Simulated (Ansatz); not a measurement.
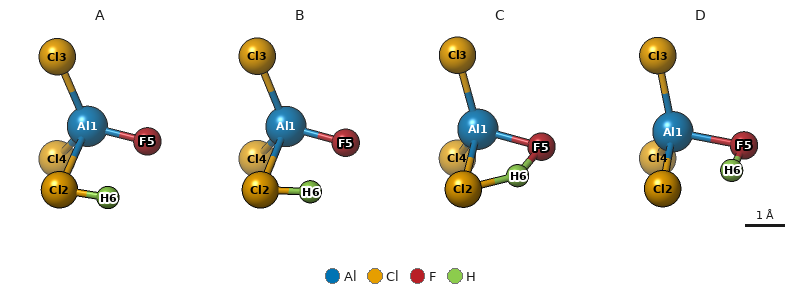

4 geometries from a converged minimum-energy path of AlHCl3F, shuffled. Style: ball-and-stick. Shown from a free direction.

The calculation used Ansatz 0.2.0, RKS r2SCANh/6-31G*. Set-up: 7 movable images; climbing image; force threshold 0.05 eV/Å; iteration limit 60; starting path through a guess of the saddle point.

Which frame is the top of the path?

C. In order along the path, whose images run from 0 to 8: D (image 2, +7.4 kJ/mol), C (image 4, +24.9 kJ/mol), B (image 7, +8.4 kJ/mol), A (image 8, +7.2 kJ/mol). A hydrogen atom shifts from one atom to another. Breaking: F5–H6 (0.96 → 1.27 at the top → 2.38 Å). Forming: Cl2–H6 (2.41 → 1.50 at the top → 1.29 Å).

Cost: 2 min on 2 threads of Intel(R) Xeon(R) 6975P-C (Granite Rapids), on a shared host, peak memory 0.24 GiB.
